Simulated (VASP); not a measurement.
# Driving VASP from ASE on ScB2, part 2 of 3

Do ASE scripts that read ScB2 from different structure formats give one answer, and do several routes find one equilibrium volume? All runs use r2SCAN. Left out of this account: 1 further run (self-consistent run: a reference on another mesh). The start is a cell from a database of measured crystal structures.

VASP 6.6.1; r2SCAN; plane waves and PAW (Sc_sv, B).

So far. Step 2 (Self-consistent run (r2SCAN, through ASE)): The pressure is 0.21 GPa and the largest force 0.000 eV/Å. Step 3 (Total energy, forces and stress (r2SCAN, through ASE)): The energy lies -2.78 meV an atom from the first script, on another mesh.

**4. Relaxing cell and atoms (r2SCAN, through ASE)**

The start need not lie at this functional's minimum. ISIF = 3 frees volume, shape and positions, and EDIFFG sets the threshold on forces and stress at which the search stops.

run.py

```python
import numpy as np
from ase.calculators.vasp import Vasp
from ase.io import read

atoms = read('ScB2.cif')

calc = Vasp(
    xc='r2scan',
    pp='PBE',
    prec='Accurate',
    encut=420,
    ediff=1e-06,
    nelm=100,
    ismear=-1,
    sigma=0.05,
    lreal=False,
    algo='Normal',
    lasph=True,
    nbands=14,
    lorbit=11,
    lwave=False,
    lcharg=False,
    kpar=4,
    ibrion=2,
    nsw=60,
    isif=3,
    ediffg=-0.01,
    pp_version='64',
    setups={'Sc': '_sv', 'B': ''},
    kpts=(11, 11, 9),
    gamma=True,
    txt='vasp.out',
)
atoms.calc = calc

print("energy (eV):", round(atoms.get_potential_energy(), 6))
print("Fermi level (eV):", round(calc.get_fermi_level(), 4))
print("forces (eV/A):")
print(np.round(atoms.get_forces(), 4))
print("stress (GPa, Voigt, tension positive):", np.round(atoms.get_stress() * 160.21766, 3))
print("cell (A, degrees):", np.round(atoms.cell.cellpar(), 4))
print("volume (A^3):", round(atoms.get_volume(), 4))
print("positions:")
print(np.round(atoms.get_scaled_positions(), 5))
```

ScB2.cif

```cif
data_ScB2
_cell_length_a 3.15000000
_cell_length_b 3.15000000
_cell_length_c 3.52000000
_cell_angle_alpha 90.00000000
_cell_angle_beta 90.00000000
_cell_angle_gamma 120.00000000
_space_group_name_H-M_alt 'P1'
_space_group_name_Hall 'P 1'
_space_group_IT_number 1
loop_
_space_group_symop_operation_xyz
'x,y,z'
loop_
_atom_site_label
_atom_site_type_symbol
_atom_site_symmetry_multiplicity
_atom_site_Wyckoff_symbol
_atom_site_fract_x
_atom_site_fract_y
_atom_site_fract_z
_atom_site_occupancy
Sc1 Sc 1 a 0.0000000000 0.0000000000 0.0000000000 1
B1 B 1 a 0.3333333333 0.6666666667 0.5000000000 1
B2 B 1 a 0.6666666667 0.3333333333 0.5000000000 1
```

The projector-augmented-wave data sets are Sc_sv and B (PBE family, release 64).

The run is started by

```bash
$ export ASE_VASP_COMMAND="mpirun -np 4 vasp_std"
$ python run.py
```

The program printed:

```text
energy (eV): -28.743892
Fermi level (eV): 6.1514
forces (eV/A):
[[ 0. -0.  0.]
 [ 0. -0.  0.]
 [-0.  0. -0.]]
stress (GPa, Voigt, tension positive): [ 0.004  0.004 -0.001 -0.    -0.    -0.   ]
cell (A, degrees): [  3.146   3.146   3.535  90.     90.    120.   ]
volume (A^3): 30.2996
positions:
[[0.      0.      0.     ]
 [0.33333 0.66667 0.5    ]
 [0.66667 0.33333 0.5    ]]
```

Run time: 50 s. Hardware: 4 MPI ranks of AMD EPYC 7R13 (Zen 3), shared host; peak memory 0.53 GiB; 3.2 min of CPU time.

The INCAR that ASE wrote:

```
ENCUT = 420.000000
SIGMA = 0.050000
EDIFF = 1.00e-06
EDIFFG = -1.00e-02
ALGO = Normal
METAGGA = R2SCAN
PREC = Accurate
IBRION = 2
ISIF = 3
ISMEAR = -1
KPAR = 4
LORBIT = 11
NBANDS = 14
NELM = 100
NSW = 60
LASPH = .TRUE.
LCHARG = .FALSE.
LWAVE = .FALSE.
LREAL = .FALSE.
```

ASE turned this into the KPOINTS:

```
KPOINTS created by Atomic Simulation Environment
0
Gamma
11 11 9
0 0 0
```

vasp.out:

```text
[... set-up lines as in an earlier step ...]
 entering main loop
       N       E                     dE             d eps       ncg     rms          rms(c)
DAV:   1     0.897352516482E+02    0.89735E+02   -0.68051E+03  2280   0.107E+03
DAV:   2    -0.293696673555E+02   -0.11910E+03   -0.11444E+03  2276   0.349E+02
[... 1 cycle as in an earlier step ...]
DAV:   4    -0.352295091400E+02   -0.97746E-01   -0.97659E-01  2906   0.810E+00
DAV:   5    -0.352311362009E+02   -0.16271E-02   -0.16266E-02  3202   0.893E-01    0.132E+01
DAV:   6    -0.288027307247E+02    0.64284E+01   -0.83809E+00  3694   0.413E+01    0.417E+00
[... 1 cycle as in an earlier step ...]
DAV:   8    -0.287471653765E+02   -0.80467E-02   -0.10405E-01  3624   0.530E+00    0.128E+00
DAV:   9    -0.287484664623E+02   -0.13011E-02   -0.35499E-02  3656   0.224E+00    0.212E-01
DAV:  10    -0.287465481531E+02    0.19183E-02   -0.50675E-03  3664   0.831E-01    0.593E-02
[... 1 cycle as in an earlier step ...]
DAV:  12    -0.287465863966E+02    0.19104E-04   -0.64068E-05  3560   0.942E-02    0.901E-03
DAV:  13    -0.287465873830E+02   -0.98632E-06   -0.14713E-06  2058   0.122E-02
   1 F= -.28746587E+02 E0= -.28743159E+02  d E =-.287466E+02
 curvature:   0.00 expect dE= 0.000E+00 dE for cont linesearch  0.000E+00
 trial: gam= 0.00000 g(F)=  0.103E-48 g(S)=  0.162E-02 ort = 0.000E+00 (trialstep = 0.100E+01)
 search vector abs. value=  0.162E-02
 bond charge predicted
       N       E                     dE             d eps       ncg     rms          rms(c)
DAV:   1    -0.287484235442E+02   -0.18371E-02   -0.11771E-01  2732   0.675E+00    0.297E-01
DAV:   2    -0.287476540707E+02    0.76947E-03   -0.30082E-03  3010   0.717E-01    0.157E-01
DAV:   3    -0.287473175298E+02    0.33654E-03   -0.50630E-04  3602   0.374E-01    0.276E-02
DAV:   4    -0.287473168646E+02    0.66526E-06   -0.15926E-05  2994   0.590E-02    0.796E-03
DAV:   5    -0.287473166511E+02    0.21350E-06   -0.91181E-07  1560   0.167E-02
   2 F= -.28747317E+02 E0= -.28743884E+02  d E =-.729268E-03
 trial-energy change:   -0.000729  1 .order   -0.000722   -0.001618    0.000174
 step:   0.9052(harm=  0.9031)  dis= 0.00000  next Energy=   -28.747325 (dE=-0.737E-03)
 bond charge predicted
       N       E                     dE             d eps       ncg     rms          rms(c)
DAV:   1    -0.287473336278E+02   -0.16763E-04   -0.10478E-03  2708   0.636E-01    0.275E-02
DAV:   2    -0.287473270667E+02    0.65610E-05   -0.28300E-05  2938   0.685E-02    0.148E-02
DAV:   3    -0.287473233267E+02    0.37400E-05   -0.45916E-06  3396   0.359E-02    0.269E-03
DAV:   4    -0.287473235520E+02   -0.22526E-06   -0.14030E-07  1210   0.631E-03
   3 F= -.28747324E+02 E0= -.28743892E+02  d E =-.736169E-03
 curvature:  -0.45 expect dE=-0.908E-08 dE for cont linesearch -0.226E-08
 trial: gam=-0.00175 g(F)=  0.719E-48 g(S)=  0.201E-07 ort = 0.285E-05 (trialstep = 0.981E+00)
 search vector abs. value=  0.152E-07
 reached required accuracy - stopping structural energy minimisation
```

Parts of OUTCAR (step 4):

```text
The static configuration has the point symmetry D_6h.

 Found     80 irreducible k-points:

   NELECT =      17.0000    total number of electrons

 E-fermi :   6.1514

 k-point     1 :       0.0000    0.0000    0.0000
  band No.  band energies     occupation
    ...
      5      -6.3882      2.00000
      6       4.2082      2.00000
      7       5.1494      2.00000
      8       5.1495      2.00000
      9       5.7584      1.99923
     10      10.3535      0.00000
     11      10.3535      0.00000
     12      11.1552      0.00000
     13      11.1552      0.00000
     14      12.8979      0.00000

 k-point     2 :       0.0909   -0.0000    0.0000
  band No.  band energies     occupation
    ...
      5      -6.2288      2.00000
      6       4.1639      2.00000
      7       4.5838      2.00000
      8       5.0613      2.00000
      9       5.8744      1.99217
     10      10.2915      0.00000
     11      10.5119      0.00000
     12      10.6058      0.00000
     13      10.8012      0.00000
     14      13.2534      0.00000

  Total       -0.0007847     -0.0007847      0.0001381      0.0000000      0.0000000      0.0000000
  in kB       -0.0414935     -0.0414935      0.0073009      0.0000000      0.0000000      0.0000000
  external PRESSURE =      -0.0252287 kB  Pullay stress =       0.0000000 kB

  energy-cutoff  :      420.00
  volume of cell :       30.30
      direct lattice vectors                 reciprocal lattice vectors
     3.146006772  0.000000000  0.000000000     0.317863270  0.183518444 -0.000000000
    -1.573003386  2.724521785  0.000000000     0.000000000  0.367036889 -0.000000000
     0.000000000  0.000000000  3.534974828     0.000000000 -0.000000000  0.282887446

 POSITION                                       TOTAL-FORCE (eV/Angst)
 -----------------------------------------------------------------------------------
      0.00000      0.00000      0.00000         0.000000     -0.000000      0.000000
     -0.00000      1.81635      1.76749         0.000000     -0.000000      0.000000
      1.57300      0.90817      1.76749        -0.000000      0.000000     -0.000000
 -----------------------------------------------------------------------------------
    total drift:                               -0.000000      0.000000      0.000000

  FREE ENERGIE OF THE ION-ELECTRON SYSTEM (eV)
  ---------------------------------------------------
  free  energy   TOTEN  =       -28.7473235520 eV

  energy  without entropy=      -28.7404603812  energy(sigma->0) =      -28.74389197

 reached required accuracy - stopping structural energy minimisation

 total charge
# of ion       s       p       d       tot
------------------------------------------
    1        2.194   6.234   1.187   9.614
    2        0.689   1.231   0.000   1.920
    3        0.689   1.231   0.000   1.920
--------------------------------------------------
tot          3.571   8.696   1.187  13.453

[... 6 parts as in an earlier step ...]

[... 6 further parts left out ...]
```

CONTCAR:

```
Sc B
   1.00000000000000
     3.1460067721195335    0.0000000000000000    0.0000000000000000
    -1.5730033860597661    2.7245217851333980    0.0000000000000000
     0.0000000000000000    0.0000000000000000    3.5349748275141777
  Sc              B
     1     2
Direct
     0.0000000000000000    0.0000000000000000    0.0000000000000000
     0.3333333332999970    0.6666666667000030    0.5000000000000000
     0.6666666667000030    0.3333333332999970    0.5000000000000000
```

The run keeps the 24 symmetry operations of its start, so it cannot find a distortion of lower symmetry.

The steps of the relaxation:

```csv
step,energy less that of the first step (eV),largest force (eV/Å),pressure (GPa),volume (Å³)
1,0.0000,0.0000,0.21,30.25
2,-0.0007,0.0000,-0.03,30.30
3,-0.0007,0.0000,0.00,30.30
```

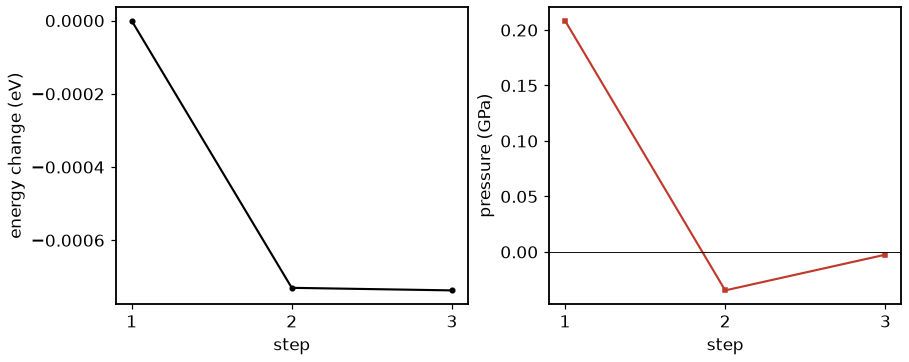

Energy and pressure along the relaxation.

```csv
"conventional cell, symmetrised",before,after,change
a (Å),3.150,3.146,-0.1 %
b (Å),3.150,3.146,-0.1 %
c (Å),3.520,3.535,+0.4 %
volume (Å³/atom),10.08,10.10,+0.2 %
```

Final coordinates:

```xyz
3
Lattice="3.1460 0.0000 0.0000 -1.5730 2.7245 0.0000 0.0000 0.0000 3.5350" Properties=species:S:1:pos:R:3 pbc="T T T"
Sc    0.0000    0.0000    0.0000
B     0.0000    1.8163    1.7675
B     1.5730    0.9082    1.7675
```

Numbers from this step:

- irreducible k-points: 80
- energy at zero smearing: -28.74 eV
- Fermi energy: 6.151 eV
- pressure: -0.002523 GPa
- SCF cycles over all ionic steps: 22

It ends with forces that vanish by symmetry and a pressure of 0.00 GPa.

**5. Energy against volume, from ASE (r2SCAN)**

An ASE loop scales the volume and fits the energies, which gives the bulk modulus from energies alone.

run.py

```python
import numpy as np
from ase.calculators.vasp import Vasp
from ase.io import read
from ase.eos import EquationOfState
from ase.units import GPa

atoms = read('ScB2.cif')

calc = Vasp(
    xc='r2scan',
    pp='PBE',
    prec='Accurate',
    encut=420,
    ediff=1e-06,
    nelm=100,
    ismear=-1,
    sigma=0.05,
    lreal=False,
    algo='Normal',
    lasph=True,
    nbands=14,
    lorbit=11,
    lwave=False,
    lcharg=False,
    kpar=4,
    isif=2,
    pp_version='64',
    setups={'Sc': '_sv', 'B': ''},
    kpts=(11, 11, 9),
    gamma=True,
    txt='vasp.out',
)
atoms.calc = calc

cell, volumes, energies = atoms.get_cell(), [], []
for x in [0.94, 0.96, 0.98, 1.0, 1.02, 1.04, 1.06]:
    atoms.set_cell(cell * x ** (1 / 3), scale_atoms=True)
    volumes.append(atoms.get_volume())
    energies.append(atoms.get_potential_energy())
    print(f"{x:.2f}  V = {volumes[-1]:.4f} A^3  E = {energies[-1]:.6f} eV")
v0, e0, b0 = EquationOfState(volumes, energies, eos="birchmurnaghan").fit()
print(f"V0 = {v0:.4f} A^3  E0 = {e0:.6f} eV  B0 = {b0 / GPa:.2f} GPa")
```

ScB2.cif is that of step 4.

The program printed:

```text
0.94  V = 28.4330 A^3  E = -28.664779 eV
0.96  V = 29.0379 A^3  E = -28.708504 eV
0.98  V = 29.6429 A^3  E = -28.734069 eV
1.00  V = 30.2478 A^3  E = -28.743159 eV
1.02  V = 30.8528 A^3  E = -28.737248 eV
1.04  V = 31.4578 A^3  E = -28.717727 eV
1.06  V = 32.0627 A^3  E = -28.685775 eV
V0 = 30.3028 A^3  E0 = -28.743219 eV  B0 = 196.99 GPa
```

Wall time 3.2 min (4 MPI ranks); peak memory 0.52 GiB; 12 min of CPU time.

ASE turned this into the INCAR:

```
ENCUT = 420.000000
SIGMA = 0.050000
EDIFF = 1.00e-06
ALGO = Normal
METAGGA = R2SCAN
PREC = Accurate
ISIF = 2
ISMEAR = -1
KPAR = 4
LORBIT = 11
NBANDS = 14
NELM = 100
LASPH = .TRUE.
LCHARG = .FALSE.
LWAVE = .FALSE.
LREAL = .FALSE.
```

The KPOINTS that ASE wrote:

```
KPOINTS created by Atomic Simulation Environment
0
Gamma
11 11 9
0 0 0
```

VASP's own log, vasp.out (the last of its runs):

```text
[banner, memory and clock lines left out]
running    4 mpi-ranks, on    1 nodes
 distrk:  each k-point on    1 cores,    4 groups
 distr:  one band on    1 cores,    1 groups

 POSCAR found type information on POSCAR ScB
 POSCAR found :  2 types and       3 ions
 [... a notice as in an earlier step ...]

 LDA part: xc-table for (None), standard interpolation
 POSCAR, INCAR and KPOINTS ok, starting setup
 FFT: planning ... GRIDC
 FFT: planning ... GRID_SOFT
 FFT: planning ... GRID
 WAVECAR not read
 WARNING: random wavefunctions but no delay for mixing, default for NELMDL
 entering main loop
       N       E                     dE             d eps       ncg     rms          rms(c)
DAV:   1     0.867233489452E+02    0.86723E+02   -0.67059E+03  2296   0.104E+03
DAV:   2    -0.297100953819E+02   -0.11643E+03   -0.11208E+03  2298   0.345E+02
DAV:   3    -0.349957869503E+02   -0.52857E+01   -0.50549E+01  3604   0.705E+01
DAV:   4    -0.350768405388E+02   -0.81054E-01   -0.81004E-01  2924   0.765E+00
DAV:   5    -0.350782427557E+02   -0.14022E-02   -0.14015E-02  3212   0.875E-01    0.121E+01
DAV:   6    -0.287381137875E+02    0.63401E+01   -0.83543E+00  3688   0.402E+01    0.367E+00
DAV:   7    -0.286811653279E+02    0.56948E-01   -0.10696E+00  3592   0.951E+00    0.177E+00
DAV:   8    -0.286910289892E+02   -0.98637E-02   -0.11577E-01  3636   0.544E+00    0.115E+00
DAV:   9    -0.286913819051E+02   -0.35292E-03   -0.44045E-02  3670   0.248E+00    0.224E-01
DAV:  10    -0.286892751912E+02    0.21067E-02   -0.57506E-03  3714   0.878E-01    0.565E-02
DAV:  11    -0.286893360921E+02   -0.60901E-04   -0.21502E-04  3664   0.140E-01    0.214E-02
DAV:  12    -0.286893134517E+02    0.22640E-04   -0.79979E-05  3612   0.103E-01    0.854E-03
DAV:  13    -0.286893144697E+02   -0.10180E-05   -0.18486E-06  2292   0.140E-02    0.114E-03
DAV:  14    -0.286893146445E+02   -0.17488E-06   -0.12770E-07  1204   0.555E-03
   1 F= -.28689315E+02 E0= -.28685775E+02  d E =-.707941E-02
```

OUTCAR, selected parts (step 5):

```text
   ENCUT  =  420.0 eV  30.87 Ry    5.56 a.u.   5.37  5.37  6.00*2*pi/ulx,y,z

   NELECT =      17.0000    total number of electrons

 E-fermi :   5.7742

 k-point     1 :       0.0000    0.0000    0.0000
  band No.  band energies     occupation
    ...
      5      -6.5245      2.00000
      6       3.8496      2.00000
      7       4.7511      2.00000
      8       4.7511      2.00000
      9       5.4149      1.99849
     10       9.7013      0.00000
     11       9.7013      0.00000
     12      10.4899      0.00000
     13      10.4899      0.00000
     14      12.1649      0.00000

  Total       -2.2723150     -2.2723150     -1.5306493     -0.0000000      0.0000000     -0.0000000
  in kB     -113.5478351   -113.5478351    -76.4867163     -0.0000000      0.0000000     -0.0000000
  external PRESSURE =    -101.1941288 kB  Pullay stress =       0.0000000 kB

 POSITION                                       TOTAL-FORCE (eV/Angst)
 -----------------------------------------------------------------------------------
      0.00000      0.00000      0.00000         0.000000      0.000000      0.000000
     -0.00000      1.85432      1.79452         0.000000      0.000000     -0.000000
      1.60589      0.92716      1.79452        -0.000000     -0.000000      0.000000
 -----------------------------------------------------------------------------------
    total drift:                               -0.000000      0.000000      0.000000

  FREE ENERGIE OF THE ION-ELECTRON SYSTEM (eV)
  ---------------------------------------------------
  free  energy   TOTEN  =       -28.6893146445 eV

  energy  without entropy=      -28.6822352388  energy(sigma->0) =      -28.68577494

[... 3 parts as in an earlier step ...]

[... 13 further parts left out ...]
```

This step gave:

```
bulk modulus                  : 197.0 GPa
equilibrium volume of the fit : 10.10 Å³/atom
```

The fitted volume lies +0.01 % from the relaxed one.

[end of part 2 of 3]

[Lines on the potential files, build, host, timing and source positions are cut from VASP's logs without a mark.]

[Logs are printed without paths, hosts, clocks, repeated set-up lines and the standing remarks that a program may print on its own settings, such as how far it seeks lower states.]

[Hosts, paths, dates, database ids (printed as entryN), source tags and the programs' standing remarks are cut or masked in the printed files.]

[A measured line is paired with the nearest computed mode of its activity, which favours agreement.]
